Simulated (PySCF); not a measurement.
Molecule: Al(OMe)(SH)2, SMILES [Al]([SH])([SH])[O]C. Atoms near the plane z = 0.0 Å, at the PBE0/def2-SVP optimised geometry (x, y, z in Å): Al1 (0.0, 0.7, 0.0), O2 (-0.9, -0.7, 0.0), C3 (-0.7, -2.1, 0.0), H4 (0.3, -2.5, 0.0), H5 (-1.2, -2.6, 0.9), H6 (-1.2, -2.6, -0.9), S7 (-1.1, 2.6, 0.0), H8 (-2.3, 1.9, 0.0), S9 (2.2, 0.7, 0.0), H10 (2.3, 2.0, 0.0).

Computed with PBE0/def2-TZVP (PySCF). Cells within 0.4 Å of a nucleus heavier than hydrogen are left out (blank, or x). The values are rescaled to run from 0 to 1.

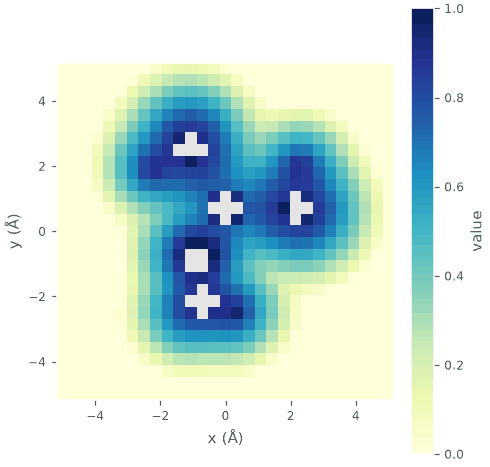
Figure: a field on the plane z = 0.0 Å.

Q: Which quantity is mapped?
(A) Laplacian of the electron density
(B) an orbital amplitude
(C) log10 of the electron density
(D) deformation density (molecule minus spherical neutral atoms)

A: C, log10 of the electron density. In full: log10 of the electron density (e/bohr³), floored at −4.
